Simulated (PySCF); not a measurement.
Consider C₃H₁₂OSi₂ ((Me)3Si-O-SiH3).

The calculation's input:

```
{"job": {"kind": "nmr", "xc": "PBE0", "basis": "pcSseg-1"}, "charge": 0, "multiplicity": 1}
Si     0.397436     0.044313    -0.234886
C      1.764311    -1.056353    -0.877220
C      0.900161     0.890397     1.361775
C     -0.111867     1.310057    -1.517720
O     -0.917148    -0.949214     0.075545
Si    -2.318393    -1.047043     0.941333
H      1.439214    -1.594441    -1.781138
H      2.661495    -0.470040    -1.131789
H      2.050245    -1.805226    -0.122306
H      1.776454     1.541041     1.211085
H      0.082909     1.517085     1.753822
H      1.160962     0.150060     2.134674
H     -0.945119     1.930431    -1.151472
H     -0.440506     0.816853    -2.445856
H      0.724922     1.982588    -1.767964
H     -3.289379    -1.907606     0.205167
H     -2.065898    -1.644471     2.288557
H     -2.926116     0.308521     1.136124
```

Run with:

```sh
OMP_NUM_THREADS=1 python probes_run.py task.json out
```

Geometry: PBE0-D3(BJ)/def2-SVP.

The calculation used PySCF, PBE0/pcSseg-1, SCF density, gas phase, non-relativistic.

Question: What will maps of the electron density and electron localisation function show?

Answer: C–Si (1.87 Å): the density is about 0.98 e/Å³ at the midpoint; the ELF peaks at about 0.95 between the atoms; localised, covalent bonding.
C–H (1.10 Å): ρ is about 1.9 e/Å³ halfway; the ELF climbs to about 1 towards the hydrogen, as it does in any bond to H (an ordinary covalent bond to hydrogen).

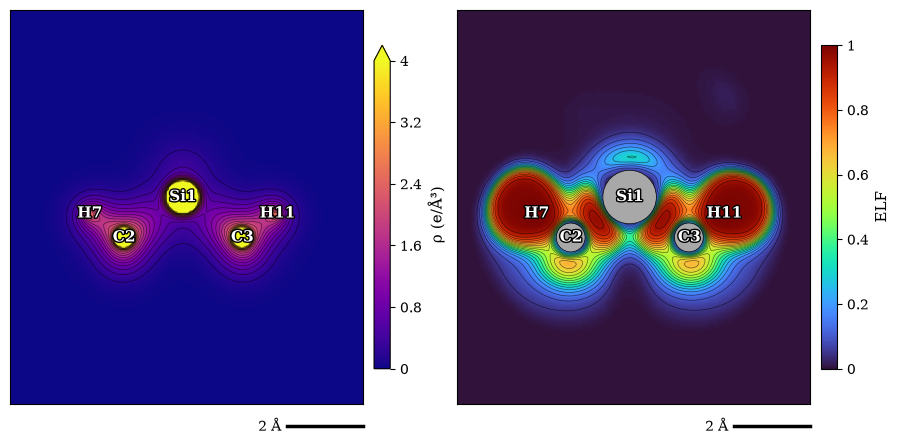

Computed electron density and electron localisation function on the plane of atoms C2, Si1 and C3, in this order. Grey discs cover the atomic cores in the ELF map. 
